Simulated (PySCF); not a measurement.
AlCuF3, charge +1, SMILES `[Cu+].F[Al](F)F`.

Level of theory: TPSS/def2-SVPD (PySCF), at a geometry from GFN2-xTB. GFN2-xTB bond lengths at metals and heavier atoms can be off by up to 0.1 Å and shapes distorted, which carries into these values.

Geometry (Å), atoms numbered from 1:

```
Cu1      1.6159    0.0001    0.0000
F2      -0.2182   -1.2700    0.0000
Al3     -1.2929   -0.0003    0.0000
F4      -0.2184    1.2698    0.0000
F5      -2.9028    0.0003    0.0000
```

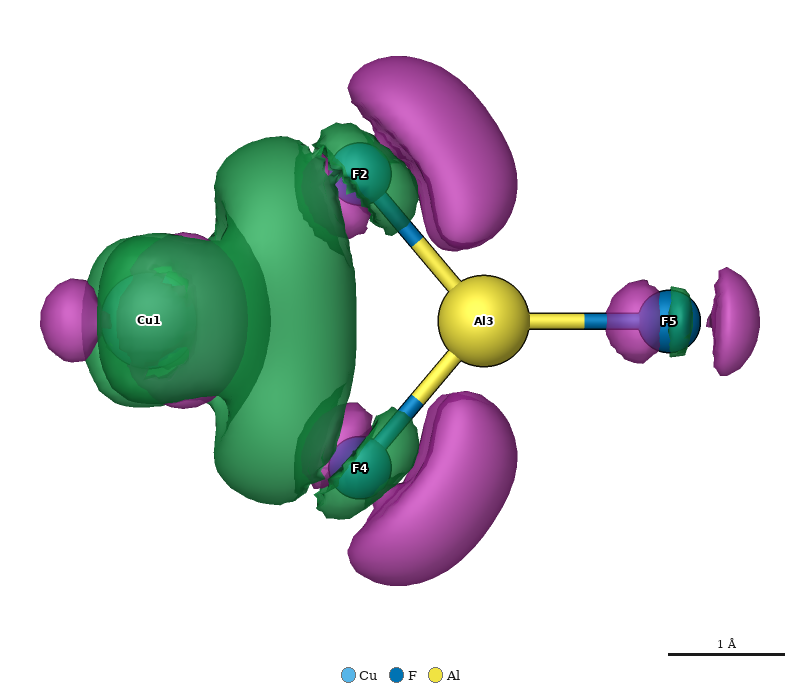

Density of the complex less the densities of the two fragments at the same geometry, ±0.015 e/Å³ (green: gain, purple: loss). Fragment A: Cu(+1) (atom 1); fragment B: AlF3.

Which way does charge flow?

Hirshfeld charges show 0.125 e passing from B to A. By Hirshfeld charges, electrons gather most on Cu1 (−0.125 e) and leave Al3 most (+0.062 e); 0.35 e is displaced in all.

What is the interaction energy, and which contacts carry it?

The counterpoise-corrected interaction energy of the frozen fragments is −29.9 kcal/mol without dispersion correction and −31.3 kcal/mol with D3(BJ). D3 uses neutral-atom coefficients and tends to overbind metal cations. The pair geometry is semi-empirical, not a minimum at this level. Contacts: Cu1···F4, 2.23 Å, ρ = 0.039 a.u.; Cu1···F2, 2.23 Å, ρ = 0.039 a.u. The pose is a local one from a semi-empirical search, not shown to be the most stable.
